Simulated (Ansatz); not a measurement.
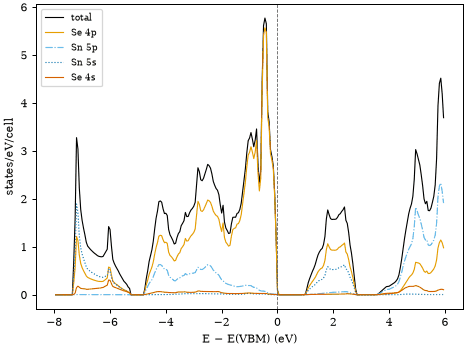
Fig. 1. Total and projected density of states of SnSe$_{2}$ (CdI2 type, P-3m1), plane-wave PAW r²SCAN+D4 (Ansatz code)

Question: Which orbitals carry the states next to the gap?

Answer: Top 1 eV of the valence band: Se 4p 95 %. Bottom 1 eV of the conduction band: Se 4p 59 %, Sn 5s 34 %. Projections are on Löwdin-orthogonalised atomic valence shells; empty p or d shells of many metals are not among them.

Question: Where is the tallest occupied peak in this window, and what makes it?

Answer: Near -0.5 eV, about 5.8 states/eV per cell; the largest projected share is Se 4p.

The r²SCAN+D4 relaxation kept the symmetry of its start. Spin–orbit coupling is left out wherever it is not named.

Potentials: the later of the program's two PAW sets.
